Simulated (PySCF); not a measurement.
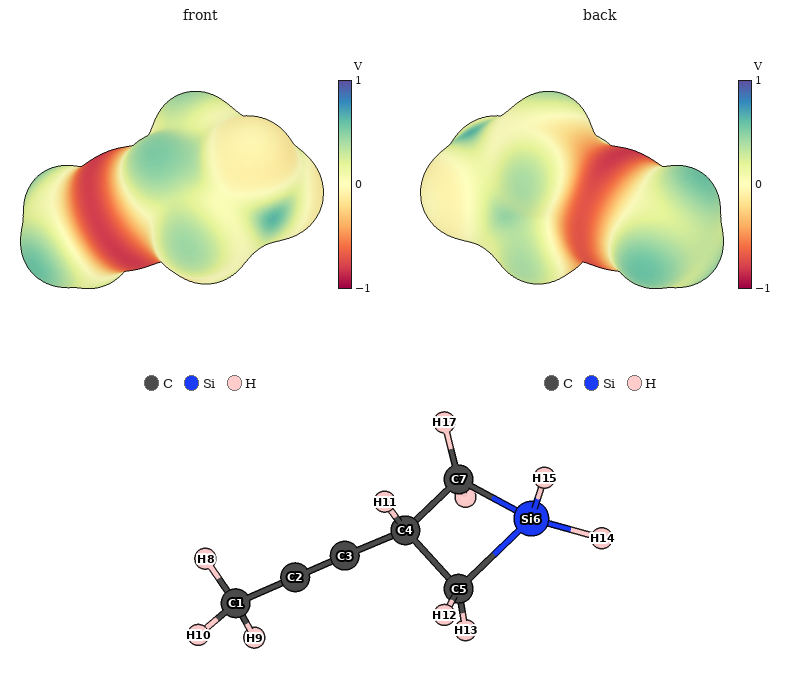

The picture shows: C$_{6}$H$_{10}$Si (SMILES CC#CC1C[SiH2]C1). The electrostatic potential painted on the density surface at 0.001 e/bohr³, seen from the front and from behind; the colour scale runs from red (negative) to blue (positive). The bare structure is drawn below in the same view.

Geometry: PBE0-D3(BJ)/def2-SVP.

Method: PBE0/def2-SVPD, SCF density, gas phase in PySCF 2.14.0.

```yaml
atoms:
  - { symbol: C, position_ang: [4.0515, -1.2972, 0.0435] }
  - { symbol: C, position_ang: [2.6954, -0.7764, 0.1107] }
  - { symbol: C, position_ang: [1.5652, -0.3376, 0.1636] }
  - { symbol: C, position_ang: [0.1969, 0.1564, 0.2320] }
  - { symbol: C, position_ang: [-0.7873, -0.3834, -0.8539] }
  - { symbol: Si, position_ang: [-2.1594, -0.2092, 0.4430] }
  - { symbol: C, position_ang: [-0.6023, -0.2028, 1.5250] }
  - { symbol: H, position_ang: [4.6405, -0.9926, 0.9231] }
  - { symbol: H, position_ang: [4.0560, -2.3979, 0.0043] }
  - { symbol: H, position_ang: [4.5760, -0.9295, -0.8526] }
  - { symbol: H, position_ang: [0.2224, 1.2577, 0.1461] }
  - { symbol: H, position_ang: [-0.7906, 0.1576, -1.8097] }
  - { symbol: H, position_ang: [-0.5798, -1.4469, -1.0538] }
  - { symbol: H, position_ang: [-3.1660, -1.3030, 0.6036] }
  - { symbol: H, position_ang: [-2.8757, 1.1031, 0.3989] }
  - { symbol: H, position_ang: [-0.3539, -1.2268, 1.8473] }
  - { symbol: H, position_ang: [-0.4646, 0.4754, 2.3779] }
```

> Where is the surface potential most negative and most positive?

The most negative region (about −0.8 V) lies over C2 and C3, the most positive (about +0.6 V) over Si6, H8, H9 and H10.

> What dipole moment does the calculation give?

Its dipole moment is 0.58 D.
